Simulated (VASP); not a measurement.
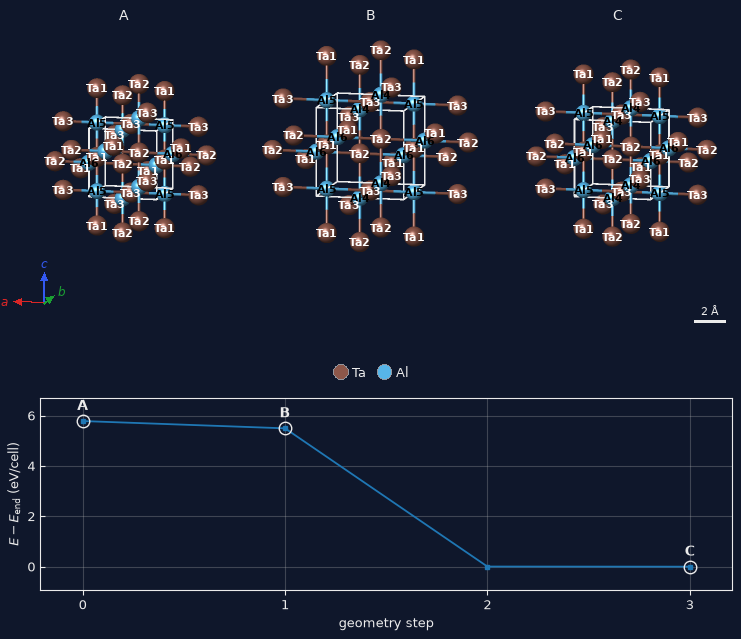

Frames of a relaxation of a crystal of TaAl (a generated structure, set up in Pm-3m), marked on the history of the run. Style: ball-and-stick. Shown: the cell of the calculation, from a free direction.

The run lets cell and atoms move.

Theory: VASP 6.6.1, Kohn-Sham DFT of a periodic cell, PBE, VASP PAW PBE potentials, recommended.

The input:
```
SYSTEM = TaAl
PREC     = Normal         ! precision mode
ENCUT    = 520            ! plane-wave cutoff, eV
EDIFF    = 1E-4           ! SCF threshold, eV
ISMEAR   = 0              ! smearing method
SIGMA    = 0.15           ! smearing width, eV
LREAL    = .False.        ! projectors in reciprocal space
LASPH    = .True.         ! aspherical terms in the spheres
NELM     = 60             ! most SCF steps
ALGO     = Fast           ! electronic algorithm
ISIF     = 3              ! what is computed and relaxed
LWAVE    = .False.        ! write WAVECAR
LCHARG   = .False.        ! write CHGCAR
GGA      = PE             ! functional
IBRION   = 2              ! ionic algorithm
NSW      = 24             ! ionic steps
EDIFFG   = -0.08          ! ionic threshold
```

Launched with:
```bash
cat potpaw_PBE.64/Ta_pv/POTCAR potpaw_PBE.64/Al/POTCAR > POTCAR
mpirun -np 1 vasp_std > vasp.out
```

Q: What happens along the run?

A: No atom moves by more than 0.005 Å relative to the cell. The drawn cell changes as follows: a = b = c 4.542 → 5.109 Å (+12.5 %); the volume changes by +42.3 %. Some distances before and after: Ta1–Ta2 3.212 → 3.613 Å, Ta1–Al5 2.271 → 2.555 Å. The space group stays Pm-3m (No. 221). After 3 geometry steps the energy has fallen by 5.783 eV per cell of the calculation. All forces vanish by symmetry, so only the cell relaxes. Pressure: 61.77 GPa at the start and −0.25 GPa at the end. The volume changes by over a tenth within one run on a fixed set of plane waves, so the end point should be relaxed again from the new cell. It ran on 1 thread of AMD EPYC 9R14 (Zen 4), with other jobs on the host. From step 0 to 1: volume +114.9 %, energy −0.289 eV per cell of the calculation. From step 1 to 3: volume −33.8 %, energy −5.494 eV per cell of the calculation.

```csv
step,"E − E(0), meV/atom","pressure, GPa","volume, Å³/atom"
0,0.00,61.77,15.620
1,-48.23,-16.09,33.572
2,-963.07,-1.15,22.427
3,-963.91,-0.25,22.230
```
